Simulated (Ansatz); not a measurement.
# Two runs on C2H5AlF2

System: C2H5AlF2.
Method of the first run: RKS PBE0-D4/def2-TZVPP (Ansatz 0.2.0).

The geometry comes from this level: PBE0-D4/def2-TZVP. Text and figures count atoms from 1; the logs count them from 0 in places.

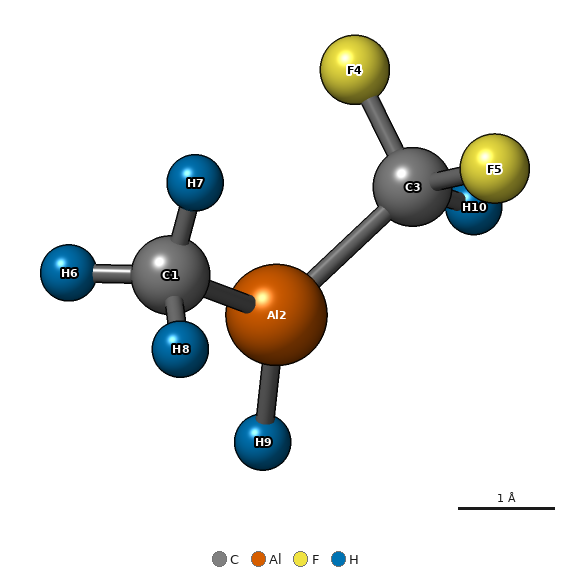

Fig. 1: The structure as given in the input (ball-and-stick view, seen at a tilt; atoms are numbered from 1 in the order of the input). Sticks mark near contacts.

## The input, the first run
```yaml
crystal:
  periodic: [false, false, false]
  atoms:
    - {symbol: C, position_ang: [-1.149329, -0.976621, 0.786254]}
    - {symbol: Al, position_ang: [0.634075, -0.279121, 0.466767]}
    - {symbol: C, position_ang: [0.867935, 1.087571, -1.000540]}
    - {symbol: F, position_ang: [0.421787, 0.548175, -2.191189]}
    - {symbol: F, position_ang: [0.055188, 2.171963, -0.731838]}
    - {symbol: H, position_ang: [-1.169391, -2.065276, 0.671198]}
    - {symbol: H, position_ang: [-1.888936, -0.549808, 0.105648]}
    - {symbol: H, position_ang: [-1.471141, -0.767811, 1.811830]}
    - {symbol: H, position_ang: [1.918748, -0.717784, 1.291252]}
    - {symbol: H, position_ang: [1.864064, 1.497515, -1.206284]}
basis:
  gaussian: {orbitals: def2-TZVPP}
hamiltonian: {xc: pbe0, dispersion: d4}
output: {orbitals: {seedname: orbitals}}
```

Command:
```bash
ansatz run in.yaml --threads 4 --pin off --events-out ev --progress --plain --max-ram 10444MiB
```

Hardware: 4 threads of Arm Neoverse V1, 23 GiB of memory available, shared host.

## Output (the first run)
```
Functional definition: PBE0
  parameter a = 0.25
  parameter kappa = 0.804
  parameter beta = 0.06672455060314922
  exchange = (1 - a)*pbe_x(kappa = kappa, mu = beta*pi^2/3) + a*exact_x
  correlation = pbe_c(beta = beta)
1267 factors; their error is unknown
mean field evaluation 1: about -14171.1590 eV, gradient 5.8e1 eV
mean field evaluation 2: about -14168.1329 eV, gradient 6.5e1 eV
mean field evaluation 4: about -14178.2164 eV, gradient 3.9e0 eV
mean field evaluation 8: about -14178.2415 eV, gradient 4.1e-2 eV
mean field evaluation 16: about -14178.2650 eV, gradient 2.8e-5 eV
mean field -14178.26502596 eV, -521.0416293307 hartree, gradient 2.8e-5 eV, S^2 0.000000; 0 other end points of the search recorded, 0 dependent functions left out
reference -14178.26505850 eV, -521.0416305266 hartree; 24, 24 occupied and 212, 212 virtual orbitals, 1267 factors
Total energy: -14178.39733935 eV, -521.0464917581 hartree
```

The input of the second run differs as follows (lines with − go, lines with + come):
```diff
-  gaussian: {orbitals: def2-TZVPP}
+  gaussian: {orbitals: def2-SVP}
```

How does the second run compare with the first run?

The total energy of the second run is 264.3 kcal/mol higher, which measures the change of basis and not a stability. The HOMO goes from −7.68 to −7.56 eV. The LUMO goes from −1.51 to −1.44 eV. The basis functions go from 236 to 99.

## Output (the second run)
```
Functional definition: PBE0
  parameter a = 0.25
  parameter kappa = 0.804
  parameter beta = 0.06672455060314922
  exchange = (1 - a)*pbe_x(kappa = kappa, mu = beta*pi^2/3) + a*exact_x
  correlation = pbe_c(beta = beta)
1128 factors; their error is unknown
mean field evaluation 1: about -14161.1557 eV, gradient 5.0e1 eV
mean field evaluation 2: about -14159.1746 eV, gradient 5.5e1 eV
mean field evaluation 4: about -14166.6881 eV, gradient 2.5e0 eV
mean field evaluation 8: about -14166.6997 eV, gradient 2.3e-2 eV
mean field evaluation 16: about -14166.8058 eV, gradient 1.0e-5 eV
mean field -14166.80577661 eV, -520.6205096846 hartree, gradient 1.0e-5 eV, S^2 0.000000; 0 other end points of the search recorded, 0 dependent functions left out
reference -14166.80580450 eV, -520.6205107095 hartree; 24, 24 occupied and 75, 75 virtual orbitals, 1128 factors
Total energy: -14166.93808535 eV, -520.6253719410 hartree
```

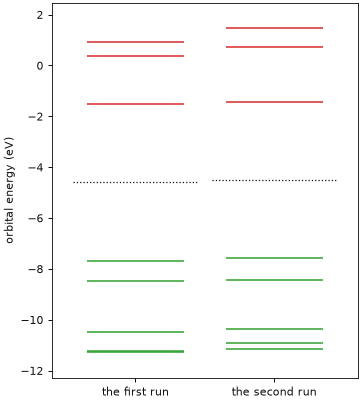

Fig. 2: The five highest filled and three lowest empty orbital energies of the two runs; the dotted lines part filled from empty levels. The HOMO–LUMO gap is 6.17 eV in the first run and 6.11 eV in the second run.

## The two runs side by side

```csv
quantity,the first run,the second run
outcome,converged,converged
total energy (hartree),−521.046492,−520.625372
HOMO (eV),−7.68,−7.56
LUMO (eV),−1.51,−1.44
basis functions,236,99
wall time (shared host),2.5 s,0.95 s
```
